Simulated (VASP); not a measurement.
Band structure of Nb₃VN₄ (ordered alloy cell). These are PBEsol GGA, VASP's PBE PAW potentials (set 64) (plane waves; VASP) values and carry that method's errors.

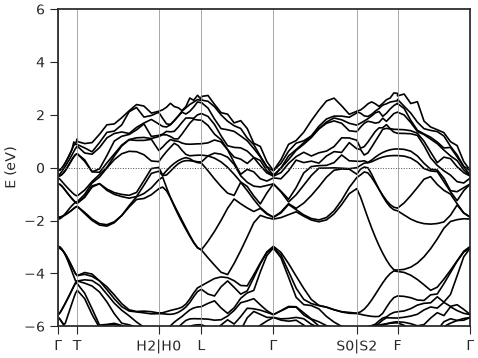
Bands along high-symmetry lines, zero at the valence-band maximum or, without a gap, the Fermi level

Read the plot: is there a gap, and where are the band edges?

It has no gap at this level: it comes out as a metal or semimetal. (Edges off the drawn lines would not show.)

The structure was generated: Nb3VN4 was put into an ordered model structure (R-3m), which need not be its known phase. It was relaxed first. The run is not spin-polarised, so no magnetic state was tried.
